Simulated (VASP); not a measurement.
Given:

```
S2Si
1.0
    1.64480     0.94963     6.18568
   -1.64480     0.94963     6.18568
    0.00000    -1.89925     6.18568
Si S
1 2
Direct
  0.00000   0.00000   0.00000
  0.26283   0.26283   0.26283
  0.73717   0.73717   0.73717
```

All values below come from r2SCAN meta-GGA, VASP's PBE PAW potentials (set 64) (plane waves; VASP). Settings: 400 eV cut-off, 9×9×9 Γ-centred mesh, tetrahedra with Blöchl corrections, potentials Si S.

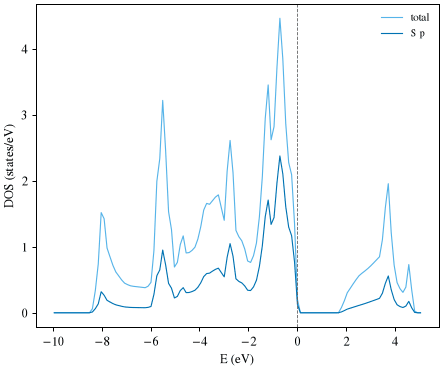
Figure: Total and projected density of states, zero at the valence-band maximum

Within 2 eV below the valence-band maximum the largest weight inside VASP's projection spheres is S p.

The gap is indirect, 1.65 eV, from the valence maximum at F-Γ at 0.71 to the conduction minimum at F.

The structure was generated: SiS2 was put into the CdCl2 type (R-3m), which need not be its known phase. It was relaxed first, which changed the volume by +18 %.
